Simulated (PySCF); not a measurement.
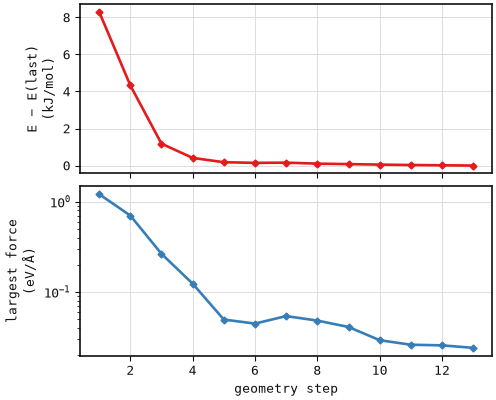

History of a geometry optimisation.

CH5BF2Si (SMILES C[SiH2]B(F)F); PySCF, PBE0-D3(BJ)/def2-SVP, geometry optimisation.

How did it end, and what did it gain?

The optimisation met its thresholds at geometry 13, counting the start as the first. The energy fell by about 8.3 kJ/mol from the first step to the last. The largest force goes from about 1.2 eV/Å at the start to 0.024 eV/Å at the end.

By which step was nine tenths of the energy gained?

By step 4 of 13.
